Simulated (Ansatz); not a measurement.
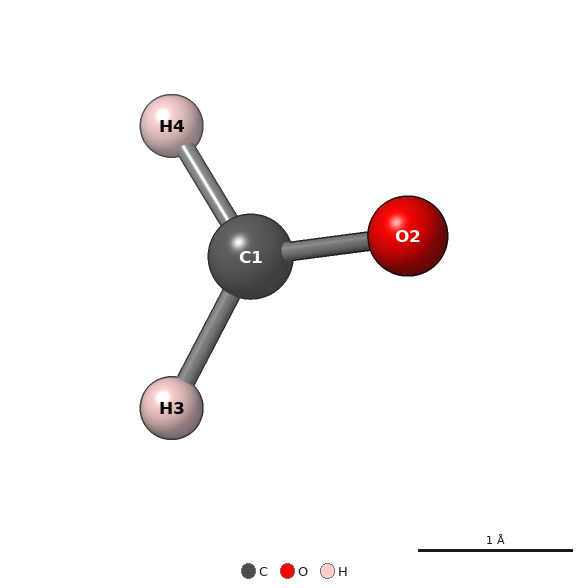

Simulated data, not a measurement (program: Ansatz).

Orthographic view. Atoms fade into the background with distance from the viewer. Charge 0, triplet. Geometry: a fixed input geometry, not necessarily a minimum.

Give the distance matrix in Å.

```tsv
atom	C1	O2	H3	H4
C1	0.00			
O2	1.20	0.00		
H3	1.12	2.03	0.00	
H4	1.12	2.03	1.89	0.00
```

The spin state was imposed, and no run here compares it with a lower spin, which may lie lower.
